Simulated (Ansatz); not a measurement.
## Breaking a bond in SiH4O (SMILES O[SiH3])

The species is SiH4O (6 atoms), meant as a singlet with charge 0. SMILES: `O[SiH3]`. The coordinates come from a PBE0-D4/def2-TZVP relaxation.

```xyz
6

O     0.6367   -1.0303    0.4190
Si   -0.0357    0.3465   -0.1870
H     0.0691   -1.6292    0.9047
H    -1.1283    0.0457   -1.1528
H     1.0605    1.0649   -0.8756
H    -0.6023    1.2024    0.8917
```

The Si2–H5 distance is scanned; the parts on either side stay rigid. Basis STO-3G, 6 core orbitals frozen in the correlated methods; program Ansatz 0.2.0. FCI is exact within this basis and core. Energies in eV from each method's value at 1.481 Å; methods without a U are spin-restricted. The shape above is that at 1.481 Å.

```
distance (Å)  r2SCAN  B3LYP  wB97M-V  HSE06  CCSDT(Q)   FCI
       1.481    0.00   0.00     0.00   0.00      0.00  0.00
       1.851    1.29   1.29     1.38   1.33      1.26  1.26
       2.221    3.19   3.20     3.41   3.32      3.00  3.00
       2.961    6.05   6.14     6.73   6.37      4.79  4.79
       3.701    7.31   7.50     8.50   7.77      5.06  5.06
```

Departure from the FCI curve at its largest: r2SCAN +2.25 eV at 3.70 Å; B3LYP +2.45 eV at 3.70 Å; wB97M-V +3.45 eV at 3.70 Å; HSE06 +2.71 eV at 3.70 Å; CCSDT(Q) within 0.005 eV. Functionals converge differently with the basis, so for them the departure isn't an error alone.

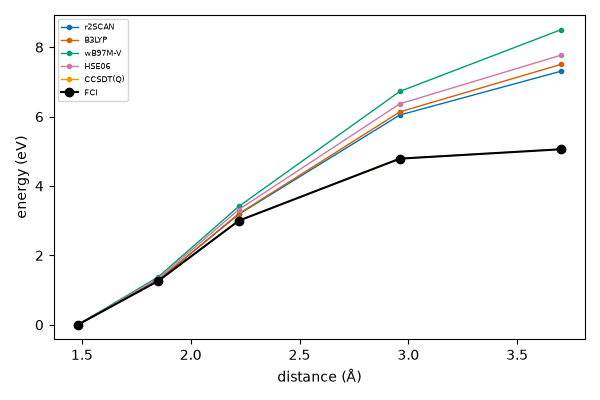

The curves of the table.
